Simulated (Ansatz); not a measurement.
System: C₄H₈Sn.

The calculation's input:

```
crystal:
  periodic: [false, false, false]
  atoms:
    - symbol: C
      position_ang: [-2.348510, -2.802336, -1.197987]
    - symbol: C
      position_ang: [-1.467411, -3.266908, -0.296848]
    - symbol: C
      position_ang: [-0.508713, -2.389834, 0.457433]
    - symbol: C
      position_ang: [-2.480744, -1.350048, -1.559476]
    - symbol: Sn
      position_ang: [-0.982045, -0.417565, -0.303548]
    - symbol: H
      position_ang: [-3.011028, -3.518151, -1.701437]
    - symbol: H
      position_ang: [-1.441423, -4.345731, -0.096229]
    - symbol: H
      position_ang: [-0.658428, -2.462175, 1.547131]
    - symbol: H
      position_ang: [0.540038, -2.668994, 0.264204]
    - symbol: H
      position_ang: [-1.608507, 0.666918, 0.868149]
    - symbol: H
      position_ang: [0.294788, 0.341734, -1.160610]
    - symbol: H
      position_ang: [-2.291096, -1.176221, -2.631374]
    - symbol: H
      position_ang: [-3.493549, -0.967317, -1.352522]
basis:
  gaussian:
    orbitals: def2-SVPD
hamiltonian:
  xc: {name: PBE0}
output:
  forces: true
  orbitals: {seedname: orbitals}
```

Command:

```sh
ansatz run input.yaml --threads 2 --pin off --max-ram 5220MiB --events-out events.jsonl --progress --plain --runs-dir runs
```

Geometry: PBE0-D4/def2-SVP; core potentials replace the inner electrons of Sn.

These are results of isolated molecule in a Gaussian basis; Kohn-Sham density functional theory, functional PBE0 in Ansatz 0.2.0, not measurements.

### What can the converged electron density and electron localisation function tell about the bonding?

C–C (1.34 Å): ρ at the midpoint is about 2.3 e/Å³; the ELF peaks at about 0.90 between the atoms: a short, multiple covalent bond.
C–Sn (2.17 Å): ρ is about 0.67 e/Å³ halfway; the ELF peaks at about 0.90 in the valence shell of C, 0.7 Å from its nucleus, and drops to about 0.20 between the two atoms.
C–H (1.10 Å): ρ is about 2 e/Å³ halfway; the ELF climbs to about 1 towards the hydrogen, as it does in any bond to H: an ordinary covalent bond to hydrogen.
C–C (1.50 Å): the density is about 1.7 e/Å³ at the midpoint; the ELF peaks at about 0.95 between the atoms (a shared electron pair).

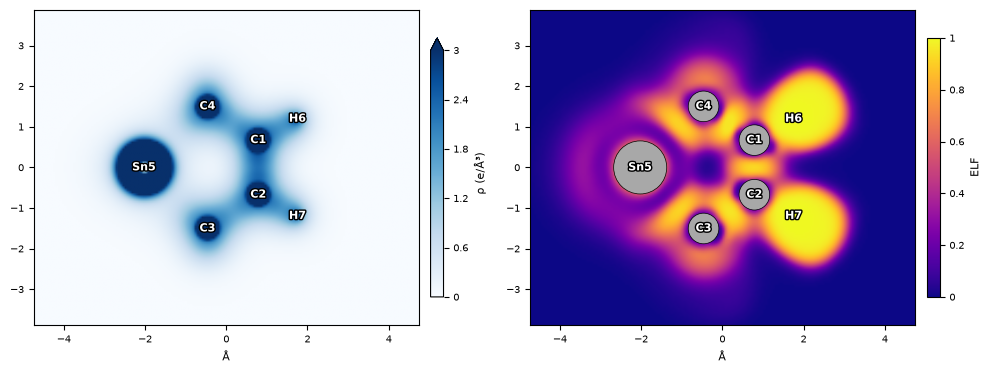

Computed electron density and electron localisation function on the plane of atoms C2, C3 and Sn5, in this order. Grey discs cover the atomic cores in the ELF map. 
